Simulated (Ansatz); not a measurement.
# AsH2+ (singlet): correlated methods under varied settings at distance As1–H3 = 1.714 Å

Aim: run AsH2+ (singlet) at one geometry under a spread of methods and options, and see what each costs and gives.

The runs use Ansatz 0.2.0, Gaussian basis; the settings change from run to run.

22 further runs of the same task are left out: 15 that didn't finish, 7 set aside as unsound or not needed. Runs told in other sessions of the task aren't counted.

## Step 1: What is computed

The geometry derives from a PBE0/def2-TZVP stationary point (not a proven minimum). One bond is set to the value named and the two fragments are kept rigid. No spin-orbit coupling is included. The filled d shell of As may be among the frozen orbitals whatever the setting's name suggests.

3 atoms, charge 1, spin multiplicity 1.

Atoms are counted from 1 here; the program's logs count them from 0.

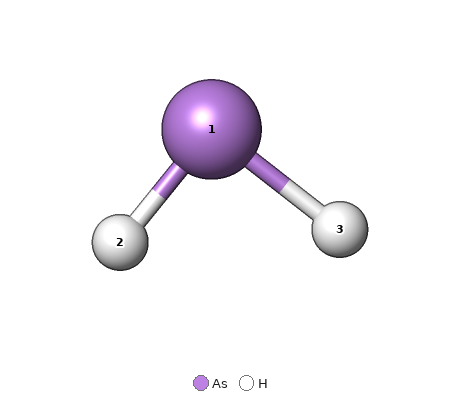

The structure; arsenic purple, hydrogen white; atoms are numbered from 1 in the order of the file.

## Step 2: CCSD on UHF/STO-3G

in.yaml reads:

```yaml
crystal:
  periodic: [false, false, false]
  atoms:
    - {symbol: As, position_ang: [0.000000, -0.029797, -0.001719]}
    - {symbol: H, position_ang: [0.000000, 1.042902, -1.092618]}
    - {symbol: H, position_ang: [0.000000, 1.171943, 1.220417]}
basis:
  gaussian: {orbitals: STO-3G}
total_charge: 1
magnetization: {spin_polarized: true, initial_magnetization: 0}
correlation: {method: ccsd, electrons: outside_noble_gas}
output: {forces: true}
```

On the command line:

```console
$ ansatz run in.yaml --threads 1 --pin off --events-out ev --progress --plain --max-ram 2393MiB
```

Output (excerpt; [...] marks lines left out):

```text
Functional definition: HF
  name "HF"
  cite "Fock, Z. Phys. 61, 126 (1930) doi:10.1007/BF01340294"
  parent pbe
[...]
198 factors; integrals over basis functions are off by at most 1.0e-5 eV
[...]
mean field -60140.96076005 eV, -2210.1395429245 hartree, gradient 2.8e-6 eV, S^2 0.312991; 4 other end points of the search recorded, 0 dependent functions left out
determinant -60140.96076005 eV, -2210.1395429245 hartree, with singles and doubles -60142.50825765 eV, -2210.1964124123 hartree
determinant -60139.50228814 eV, -2210.0859450706 hartree, with singles and doubles -60141.15524370 eV, -2210.1466900666 hartree
determinant -60140.89377018 eV, -2210.1370810921 hartree, with singles and doubles -60142.53666168 eV, -2210.1974562412 hartree
determinant -60140.96076005 eV, -2210.1395429245 hartree, with singles and doubles -60142.53600804 eV, -2210.1974322205 hartree
determinant -60140.89377018 eV, -2210.1370810921 hartree, with singles and doubles -60142.53724329 eV, -2210.1974776149 hartree
14 core orbitals not correlated: weight in the atoms' cores, before any rotation towards them, 0.996 or more for the frozen orbitals, at most 0.001 for the correlated occupied ones
reference -60140.89377018 eV, -2210.1370810921 hartree; 3, 3 occupied and 3, 3 virtual orbitals, 198 factors
second order -1.01074493 eV of doubles, -0.00000000 eV of singles
cycle   1  -1.64347299 eV  change    1.2e-7 eV  update   9.8e-7
cycle   2  -1.64347344 eV  change   -4.5e-7 eV  update   5.2e-7
[...]
Total energy: -60142.53724362 eV, -2210.1974776272 hartree
Atom 0 at     0.000000    -0.029797    -0.001719 Å, force     0.000000     1.974510     1.901712 eV/Å
Atom 1 at     0.000000     1.042902    -1.092618 Å, force    -0.000000    -0.053924     0.023469 eV/Å
Atom 2 at     0.000000     1.171943     1.220417 Å, force    -0.000000    -1.920586    -1.925181 eV/Å
Dipole moment:     0.000000     0.294709     0.007138 e Å
```

It took 0.45 s on 1 thread of Arm Neoverse V1, shared host.

From the report: ⟨S²⟩ of the determinant 0.000 (pure singlet: 0.00); correlation -1.6435 eV; T1 0.011; largest double amplitude 0.11.

## Step 3: BCCD/def2-SVP

in.yaml: that of step 2 with these lines changed.

```diff
@@ -7,6 +7,6 @@
 basis:
-  gaussian: {orbitals: STO-3G}
+  gaussian: {orbitals: def2-SVP}
 total_charge: 1
 magnetization: {spin_polarized: true, initial_magnetization: 0}
-correlation: {method: ccsd, electrons: outside_noble_gas}
-output: {forces: true}
+hamiltonian: {xc: {name: PBE0}}
+correlation: {method: bccd, electrons: outside_noble_gas}
```

Same command.

Output (excerpt; [...] marks lines left out):

```text
Functional definition: PBE0
  name "PBE0"
  cite "Adamo & Barone, J. Chem. Phys. 110, 6158 (1999) doi:10.1063/1.478522"
  cite "Perdew, Burke & Ernzerhof, Phys. Rev. Lett. 77, 3865 (1996) doi:10.1103/PhysRevLett.77.3865"
  parent pbe
[...]
420 factors; integrals over basis functions are off by at most 1.2e-3 eV
[...]
mean field -60848.09190008 eV, -2236.1261330100 hartree, gradient 5.2e-6 eV, S^2 0.000000; 2 other end points of the search recorded, 0 dependent functions left out
14 core orbitals not correlated: weight in the atoms' cores, before any rotation towards them, 1.000 or more for the frozen orbitals, at most 0.000 for the correlated occupied ones
reference -60809.61902799 eV, -2234.7122810384 hartree; 3, 3 occupied and 25, 25 virtual orbitals, 420 factors
second order -2.60092673 eV of doubles, -0.11001864 eV of singles
cycle   1  -3.16519671 eV  change   -4.6e-1 eV  update   5.7e-2
[...]
cycle  10  -3.39023117 eV  change   -2.3e-6 eV  update   2.2e-6
Total energy: -60813.00925916 eV, -2234.8368697359 hartree
```

Run time: 1.8 s. Hardware: 1 thread of Arm Neoverse V1, shared host.

From the report: ⟨S²⟩ of the determinant 0.000 (pure singlet: 0.00); correlation -3.3902 eV; largest double amplitude 0.09.

## Step 4: MRCISD+Q(8,5)/cc-pVDZ

in.yaml reads:

```yaml
crystal:
  periodic: [false, false, false]
  atoms:
    - {symbol: As, position_ang: [0.000000, -0.029797, -0.001719]}
    - {symbol: H, position_ang: [0.000000, 1.042902, -1.092618]}
    - {symbol: H, position_ang: [0.000000, 1.171943, 1.220417]}
basis:
  gaussian: {orbitals: cc-pVDZ, fitting: {mean_field: def2-universal-jkfit}}
total_charge: 1
correlation: {method: fic_mrcisd_q, electrons: valence, active_space: {window: {electrons: 8, orbitals: 5}}}
accuracy: high
```

Same command.

Output (excerpt; [...] marks lines left out):

```text
Functional definition: HF
  name "HF"
  cite "Fock, Z. Phys. 61, 126 (1930) doi:10.1007/BF01340294"
  parent pbe
[...]
302 factors; integrals over basis functions are off by at most 5.3e-1 eV
[...]
mean field -60816.65192641 eV, -2234.9707352884 hartree, gradient 2.5e-8 eV, S^2 0.000000; 0 other end points of the search recorded, 0 dependent functions left out; unrestricted orbitals would lower it
reference -60816.65192641 eV, -2234.9707352884 hartree; 17, 17 occupied and 20, 20 virtual orbitals, 302 factors
state -60817.25425563 eV, -2234.9928704788 hartree
contracted CI cycle   1: correlation 0.00000000 eV, 0.0000000000 hartree, residual 1.37e1 eV
contracted CI cycle   2: correlation -2.71389808 eV, -0.0997339150 hartree, residual 3.95e0 eV
contracted CI cycle   3: correlation -2.92115931 eV, -0.1073506246 hartree, residual 1.30e0 eV
contracted CI cycle   4: correlation -2.95216861 eV, -0.1084901953 hartree, residual 5.02e-1 eV
[...]
contracted CI cycle   8: correlation -3.03626988 eV, -0.1115808600 hartree, residual 6.61e-3 eV
contracted CI cycle   9: correlation -3.03627045 eV, -0.1115808810 hartree, residual 2.37e-3 eV
contracted CI cycle  10: correlation -3.03627052 eV, -0.1115808837 hartree, residual 7.91e-4 eV
contracted CI cycle  11: correlation -3.03627053 eV, -0.1115808839 hartree, residual 2.56e-4 eV
contracted CI cycle  12: correlation -3.03627053 eV, -0.1115808840 hartree, residual 7.96e-5 eV
contracted CI cycle  13: correlation -3.03627053 eV, -0.1115808840 hartree, residual 2.77e-5 eV
contracted CI cycle  14: correlation -3.03627053 eV, -0.1115808840 hartree, residual 1.02e-5 eV
state -60817.15979434 eV, -2234.9893990906 hartree; corrected -60820.40341766 eV, -2235.1086000490 hartree
state -60817.25425563 eV, -2234.9928704788 hartree; corrected -60820.41064436 eV, -2235.1088656250 hartree
[...]
WARN: 2 active orbitals are nearly empty or full. The corrections depend on them more than the energy does, and are more stable in an active space without them
Total energy: -60820.41064436 eV, -2235.1088656250 hartree
```

Wall time 2 s (1 thread of Arm Neoverse V1, shared host).

From the report: 25 determinants; active occupations 2.00, 2.00, 2.00, 1.95, 0.05. The report marks this result as in doubt.

## Step 5: CCSD/cc-pVDZ

in.yaml reads:

```yaml
crystal:
  periodic: [false, false, false]
  atoms:
    - {symbol: As, position_ang: [0.000000, -0.029797, -0.001719]}
    - {symbol: H, position_ang: [0.000000, 1.042902, -1.092618]}
    - {symbol: H, position_ang: [0.000000, 1.171943, 1.220417]}
basis:
  gaussian: {orbitals: cc-pVDZ}
total_charge: 1
magnetization: {spin_polarized: false}
hamiltonian: {xc: {name: r2SCAN}}
correlation: {method: ccsd, electrons: all, diis_vectors: 12}
output: {forces: true}
```

Launched as before.

Output (excerpt; [...] marks lines left out):

```text
Functional definition: r2SCAN
  name "r2SCAN"
  cite "Furness, Kaplan, Ning, Perdew & Sun, J. Phys. Chem. Lett. 11, 8208 (2020) doi:10.1021/acs.jpclett.0c02405"
  cite "Furness, Kaplan, Ning, Perdew & Sun, J. Phys. Chem. Lett. 11, 9248 (2020) doi:10.1021/acs.jpclett.0c03077"
  parent r2scan
[...]
416 factors; integrals over basis functions are off by at most 1.2e-3 eV
[...]
mean field -60861.79502033 eV, -2236.6297133907 hartree, gradient 1.6e-6 eV, S^2 0.000000; 0 other end points of the search recorded, 0 dependent functions left out
reference -60816.29533345 eV, -2234.9576307386 hartree; 17, 17 occupied and 20, 20 virtual orbitals, 416 factors
second order -3.39686284 eV of doubles, -0.30120466 eV of singles
cycle   1  -3.99468770 eV  change   -3.0e-1 eV  update   5.9e-2
[...]
cycle  10  -4.23557810 eV  change   -2.9e-6 eV  update   2.6e-6
[...]
Total energy: -60820.53091154 eV, -2235.1132853627 hartree
Atom 0 at     0.000000    -0.029797    -0.001719 Å, force     0.000000     1.650580     1.615428 eV/Å
Atom 1 at     0.000000     1.042902    -1.092618 Å, force     0.000000    -0.031662     0.020741 eV/Å
Atom 2 at     0.000000     1.171943     1.220417 Å, force     0.000000    -1.618918    -1.636169 eV/Å
Dipole moment:    -0.000000     0.190573    -0.006425 e Å
```

Run time: 3.9 s. Hardware: 1 thread of Arm Neoverse V1, shared host.

From the report: correlation -4.2356 eV; T1 0.008; largest double amplitude 0.08. The orbitals are Kohn-Sham ones, so correlation energy and T1 don't compare with those on Hartree-Fock orbitals.

## Step 6: MP2 on UHF/cc-pVDZ

in.yaml: that of step 5 with these lines changed.

```diff
@@ -9,5 +9,4 @@
 total_charge: 1
-magnetization: {spin_polarized: false}
-hamiltonian: {xc: {name: r2SCAN}}
-correlation: {method: ccsd, electrons: all, diis_vectors: 12}
-output: {forces: true}
+magnetization: {spin_polarized: true, initial_magnetization: 0}
+correlation: {method: mp2, electrons: all}
+scf: {lower_state_search: off}
```

The command is unchanged.

Output:

```text
Functional definition: HF
  name "HF"
  cite "Fock, Z. Phys. 61, 126 (1930) doi:10.1007/BF01340294"
  parent pbe
  exchange = exact_x
  correlation = 0
these checks for a lower state are left out or cut short: stability, starts, cluster_reference, orbital_swaps, neighbouring_geometries, increment
416 factors; integrals over basis functions are off by at most 1.2e-3 eV
mean field evaluation 1: about -60816.4595 eV, gradient 4.6e0 eV
mean field evaluation 2: about -60816.4602 eV, gradient 4.6e0 eV
mean field evaluation 4: about -60816.6519 eV, gradient 1.9e-1 eV
mean field evaluation 8: about -60816.6525 eV, gradient 8.0e-7 eV
mean field -60816.65248798 eV, -2234.9707559256 hartree, gradient 9.0e-7 eV, S^2 0.000000; 0 other end points of the search recorded, 0 dependent functions left out
reference -60816.65248798 eV, -2234.9707559256 hartree; 17, 17 occupied and 20, 20 virtual orbitals, 416 factors
second order -3.16318037 eV of doubles, -0.00000000 eV of singles
Total energy: -60819.81566835 eV, -2235.0870006601 hartree
Checks for a lower state left out: stability, starts, cluster_reference, orbital_swaps, neighbouring_geometries, increment
```

Run time: 0.33 s. Hardware: 1 thread of Arm Neoverse V1, shared host.

From the report: ⟨S²⟩ of the determinant 0.000 (pure singlet: 0.00).

## Step 7: BCCD on UHF/aug-cc-pVDZ

in.yaml: that of step 6 with these lines changed.

```diff
@@ -7,6 +7,5 @@
 basis:
-  gaussian: {orbitals: cc-pVDZ}
+  gaussian: {orbitals: aug-cc-pVDZ}
 total_charge: 1
 magnetization: {spin_polarized: true, initial_magnetization: 0}
-correlation: {method: mp2, electrons: all}
-scf: {lower_state_search: off}
+correlation: {method: bccd, electrons: valence}
```

Same command.

Output (excerpt; [...] marks lines left out):

```text
Functional definition: HF
  name "HF"
  cite "Fock, Z. Phys. 61, 126 (1930) doi:10.1007/BF01340294"
  parent pbe
[...]
592 factors; integrals over basis functions are off by at most 1.1e-3 eV
[...]
mean field -60816.74419115 eV, -2234.9741259549 hartree, gradient 1.8e-6 eV, S^2 0.231148; 7 other end points of the search recorded, 0 dependent functions left out
determinant -60816.74419115 eV, -2234.9741259549 hartree, with singles and doubles -60820.50771809 eV, -2235.1124330191 hartree
determinant -60815.33191107 eV, -2234.9222256194 hartree, with singles and doubles -60818.68964683 eV, -2235.0456201325 hartree
determinant -60813.69694710 eV, -2234.8621418018 hartree, with singles and doubles -60817.03870192 eV, -2234.9849490261 hartree
9 core orbitals not correlated: weight in the atoms' cores, before any rotation towards them, 1.000 or more for the frozen orbitals, at most 0.000 for the correlated occupied ones
reference -60816.74419115 eV, -2234.9741259549 hartree; 8, 8 occupied and 37, 37 virtual orbitals, 592 factors
second order -2.90781647 eV of doubles, -0.00000000 eV of singles
cycle   1  -3.79083326 eV  change   -1.5e-1 eV  update   2.8e-2
[...]
cycle  12  -3.76686385 eV  change   -6.6e-6 eV  update   1.3e-5
Total energy: -60820.51105500 eV, -2235.1125556482 hartree
```

Wall time 4.9 s (1 thread of Arm Neoverse V1, shared host).

From the report: ⟨S²⟩ of the determinant 0.231 (pure singlet: 0.00); correlation -3.7669 eV; largest double amplitude 0.08.

## Step 8: CCSDT on RHF/cc-pVTZ-DK

in.yaml reads:

```yaml
crystal:
  periodic: [false, false, false]
  atoms:
    - {symbol: As, position_ang: [0.000000, -0.029797, -0.001719]}
    - {symbol: H, position_ang: [0.000000, 1.042902, -1.092618]}
    - {symbol: H, position_ang: [0.000000, 1.171943, 1.220417]}
basis:
  gaussian: {orbitals: cc-pVTZ-DK}
total_charge: 1
magnetization: {spin_polarized: false}
correlation: {method: ccsdt, electrons: outside_noble_gas}
```

Same command.

Output (excerpt; [...] marks lines left out):

```text
Functional definition: HF
  name "HF"
  cite "Fock, Z. Phys. 61, 126 (1930) doi:10.1007/BF01340294"
  parent pbe
[...]
814 factors; integrals over basis functions are off by at most 2.6e-7 eV
[...]
mean field -61493.25935266 eV, -2259.8355995822 hartree, gradient 2.3e-6 eV, S^2 0.000000; 0 other end points of the search recorded, 0 dependent functions left out; unrestricted orbitals would lower it
14 core orbitals not correlated: weight in the atoms' cores, before any rotation towards them, 1.000 or more for the frozen orbitals, at most 0.000 for the correlated occupied ones
reference -61493.25935266 eV, -2259.8355995822 hartree; 3, 3 occupied and 54, 54 virtual orbitals, 814 factors
second order -3.06801456 eV of doubles, -0.00000000 eV of singles
cycle   1  -3.56104350 eV  change   -4.9e-1 eV  update   6.5e-2
[...]
cycle  15  -3.92198479 eV  change    2.6e-7 eV  update   1.9e-7
Total energy: -61497.18133745 eV, -2259.9797298647 hartree
Relativity: scalar
```

It took 5.5 s on 1 thread of Arm Neoverse V1, shared host.

From the report: correlation -3.9220 eV; T1 0.013; largest double amplitude 0.08.

## Step 9: CCSDT(Q)/B on UHF/cc-pVDZ

in.yaml reads:

```yaml
crystal:
  periodic: [false, false, false]
  atoms:
    - {symbol: As, position_ang: [0.000000, -0.029797, -0.001719]}
    - {symbol: H, position_ang: [0.000000, 1.042902, -1.092618]}
    - {symbol: H, position_ang: [0.000000, 1.171943, 1.220417]}
basis:
  gaussian: {orbitals: cc-pVDZ, fitting: {mean_field: def2-universal-jkfit}}
total_charge: 1
magnetization: {spin_polarized: true, initial_magnetization: 0}
correlation: {method: ccsdt_q_b, electrons: outside_noble_gas}
output: {forces: true}
```

Launched as before.

Output (excerpt; [...] marks lines left out):

```text
Functional definition: HF
  name "HF"
  cite "Fock, Z. Phys. 61, 126 (1930) doi:10.1007/BF01340294"
  parent pbe
[...]
302 factors; integrals over basis functions are off by at most 5.3e-1 eV
[...]
mean field -60816.67968345 eV, -2234.9717553408 hartree, gradient 1.1e-6 eV, S^2 0.222489; 7 other end points of the search recorded, 0 dependent functions left out
determinant -60816.67968345 eV, -2234.9717553408 hartree, with singles and doubles -60819.86702289 eV, -2235.0888879046 hartree
determinant -60815.26541573 eV, -2234.9197819607 hartree, with singles and doubles -60818.05442017 eV, -2235.0222759832 hartree
determinant -60813.61848962 eV, -2234.8592585425 hartree, with singles and doubles -60816.37812832 eV, -2234.9606733943 hartree
determinant -60816.65192641 eV, -2234.9707352884 hartree, with singles and doubles -60819.87936718 eV, -2235.0893415489 hartree
[...]
14 core orbitals not correlated: weight in the atoms' cores, before any rotation towards them, 1.000 or more for the frozen orbitals, at most 0.000 for the correlated occupied ones
reference -60816.65192641 eV, -2234.9707352884 hartree; 3, 3 occupied and 20, 20 virtual orbitals, 302 factors
second order -2.45743636 eV of doubles, -0.00000000 eV of singles
cycle   1  -2.97133493 eV  change   -5.1e-1 eV  update   6.5e-2
[...]
cycle  14  -3.30609861 eV  change    2.0e-7 eV  update   2.6e-7
perturbative correction -0.00282839 eV, -0.0001039414 hartree
[...]
Total energy: -60819.96085341 eV, -2235.0923361129 hartree
Atom 0 at     0.000000    -0.029797    -0.001719 Å, force     0.000000     1.481691     1.610186 eV/Å
Atom 1 at     0.000000     1.042902    -1.092618 Å, force    -0.000000     0.050426    -0.058586 eV/Å
Atom 2 at     0.000000     1.171943     1.220417 Å, force     0.000000    -1.532117    -1.551601 eV/Å
Dipole moment:     0.000000     0.185785    -0.007058 e Å
```

Wall time 12 s (1 thread of Arm Neoverse V1, shared host).

From the report: ⟨S²⟩ of the determinant 0.000 (pure singlet: 0.00); correlation -3.3089 eV; T1 0.014; largest double amplitude 0.09.

## Step 10: CCSDT on RHF/6-31G

in.yaml reads:

```yaml
crystal:
  periodic: [false, false, false]
  atoms:
    - {symbol: As, position_ang: [0.000000, -0.029797, -0.001719]}
    - {symbol: H, position_ang: [0.000000, 1.042902, -1.092618]}
    - {symbol: H, position_ang: [0.000000, 1.171943, 1.220417]}
basis:
  gaussian: {orbitals: 6-31G}
total_charge: 1
magnetization: {spin_polarized: false}
correlation: {method: ccsdt, electrons: all}
scf: {lower_state_search: off}
```

Same command.

Output (excerpt; [...] marks lines left out):

```text
Functional definition: HF
  name "HF"
  cite "Fock, Z. Phys. 61, 126 (1930) doi:10.1007/BF01340294"
  parent pbe
[...]
523 factors; integrals over basis functions are off by at most 2.6e-7 eV
[...]
mean field -60807.55397947 eV, -2234.6363919052 hartree, gradient 2.9e-6 eV, S^2 0.000000; 0 other end points of the search recorded, 0 dependent functions left out
reference -60807.55397947 eV, -2234.6363919052 hartree; 17, 17 occupied and 16, 16 virtual orbitals, 523 factors
second order -6.88933714 eV of doubles, -0.00000000 eV of singles
cycle   1  -6.64138291 eV  change    2.5e-1 eV  update   6.7e-2
[...]
cycle  13  -7.06120660 eV  change    4.5e-7 eV  update   1.6e-6
Total energy: -60814.61518608 eV, -2234.8958864616 hartree
Checks for a lower state left out: stability, starts, cluster_reference, orbital_swaps, neighbouring_geometries, increment
```

Wall time 11 s (1 thread of Arm Neoverse V1, shared host); peak memory 0.28 GiB.

From the report: correlation -7.0612 eV; T1 0.006; largest double amplitude 0.09.

## Step 11: All runs side by side

Where basis and cores are those of an earlier FCI/cc-pVDZ run (-60819.9644 eV), and the records show the same count of frozen orbitals and kind of state, the miss against it is given; a blank cell means that this couldn't be shown. † marks a result that the program doubts.

| level | correlated | functions | energy (eV) | from FCI (meV) | time |
| --- | --- | --- | --- | --- | --- |
| CCSD on UHF/STO-3G | outside noble gas | 20 | -60142.5372 |  | 0.45 s |
| BCCD/def2-SVP (on PBE0 orbitals) | outside noble gas | 42 | -60813.0093 |  | 1.8 s |
| MRCISD+Q(8,5)/cc-pVDZ † | valence | 37 | -60820.4106 |  | 2 s |
| CCSD/cc-pVDZ (on r2SCAN orbitals) | all | 37 | -60820.5309 |  | 3.9 s |
| MP2 on UHF/cc-pVDZ | all | 37 | -60819.8157 |  | 0.33 s |
| BCCD on UHF/aug-cc-pVDZ | valence | 54 | -60820.5111 |  | 4.9 s |
| CCSDT on RHF/cc-pVTZ-DK | outside noble gas | 71 | -61497.1813 |  | 5.5 s |
| CCSDT(Q)/B on UHF/cc-pVDZ | outside noble gas | 37 | -60819.9609 | 3.5 | 12 s |
| CCSDT on RHF/6-31G | all | 33 | -60814.6152 |  | 11 s |

## Step 12: Outcome

| quantity | value |
| --- | --- |
| runs | 9 |
| quickest | MP2 on UHF/cc-pVDZ, 0.33 s |
| slowest | CCSDT(Q)/B on UHF/cc-pVDZ, 12 s |

What this shows: Total energies in different bases, with other cores or another treatment of relativity can't be set against each other. «valence» and «outside noble gas» are the program's key words; the logs give how many orbitals each freezes, and for Ga to Kr the 3d shell needn't follow the word's plain sense. CCSDT(Q)/B on UHF/cc-pVDZ took 35 times as long as MP2 on UHF/cc-pVDZ; the jobs differ in more than the method.
